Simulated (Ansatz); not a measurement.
Relaxed Nb$_{3}$Au (A15, Cr3Si type):

```xyz
16
Lattice="10.2781 0.0000 0.0000 0.0000 5.1391 0.0000 0.0000 0.0000 5.1391" Properties=species:S:1:pos:R:3 pbc="T T T"
Nb     2.5695     1.2848     0.0000
Nb     7.7086     1.2848     0.0000
Nb     2.5695     3.8543     0.0000
Nb     7.7086     3.8543     0.0000
Nb     1.2848     0.0000     2.5695
Nb     6.4238     0.0000     2.5695
Nb     3.8543     0.0000     2.5695
Nb     8.9933     0.0000     2.5695
Nb     0.0000     2.5695     1.2848
Nb     5.1391     2.5695     1.2848
Nb     0.0000     2.5695     3.8543
Nb     5.1391     2.5695     3.8543
Au     2.5695     2.5695     2.5695
Au     7.7086     2.5695     2.5695
Au     0.0000     0.0000     0.0000
Au     5.1391     0.0000     0.0000
```

The atoms are displaced by Q × the pattern below (from a DFPT mode at X = (0.5, 0.0, 0.0), largest move 1; Q in Å), at fixed cell. It is one choice among 2 degenerate patterns. (q is in reciprocal vectors of the primitive cell; the cell shown is doubled to hold the pattern.)

```json
[
 {"atom": "Nb1", "x": "0.000", "y": "0.000", "z": "-0.298"},
 {"atom": "Nb2", "x": "0.000", "y": "0.000", "z": "0.298"},
 {"atom": "Nb3", "x": "0.000", "y": "0.000", "z": "-0.298"},
 {"atom": "Nb4", "x": "0.000", "y": "0.000", "z": "0.298"},
 {"atom": "Nb5", "x": "0.000", "y": "0.000", "z": "-0.162"},
 {"atom": "Nb6", "x": "0.000", "y": "0.000", "z": "0.162"},
 {"atom": "Nb7", "x": "0.000", "y": "0.000", "z": "-0.162"},
 {"atom": "Nb8", "x": "0.000", "y": "0.000", "z": "0.162"},
 {"atom": "Nb9", "x": "-1.000", "y": "0.000", "z": "0.000"},
 {"atom": "Nb10", "x": "1.000", "y": "0.000", "z": "0.000"},
 {"atom": "Nb11", "x": "1.000", "y": "0.000", "z": "0.000"},
 {"atom": "Nb12", "x": "-1.000", "y": "0.000", "z": "0.000"},
 {"atom": "Au13", "x": "0.000", "y": "0.000", "z": "-0.847"},
 {"atom": "Au14", "x": "0.000", "y": "0.000", "z": "0.847"}
]
```

Atoms not listed stay in place.

Method: LDA (plane waves to 420 eV, PAW, scalar-relativistic; Ansatz, a quantum-chemistry and plane-wave program). k mesh 5×9×9 (Γ-centred), Fermi-Dirac smearing 0.05 eV. The energy includes the smearing's −TS. With partly filled bands, energies and forces of such displacements shift with the k mesh and the smearing. Nb3Au is run without spin polarisation. Nb3Au was relaxed with its symmetry unable to fall. Spin-orbit coupling is left out, though Au is heavy. The zero of ΔE is the undisplaced structure.

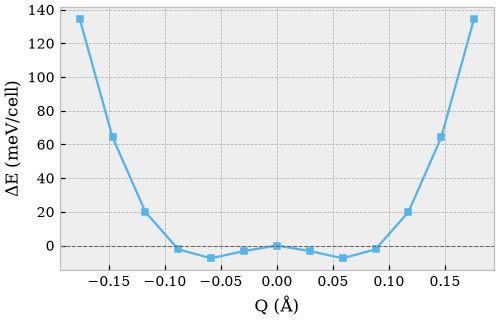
Fig. 1. ΔE (meV/cell) against Q (Å); markers are the computed points, lines only join them.

The position of the deepest minimum (fit) is 0.063 Å from zero and the energy at Q = 0.176 Å is 135 meV/cell. The depth of the well (fit) is 7 meV/cell, cell held fixed. Shape of the curve: a double well: the undisplaced structure is a maximum between two minima. Symmetry of the curve: even: the same for both signs.

(For displaced atoms, the force is minus the slope of the energy, and its curvature is a force constant, which sets phonon frequencies.)
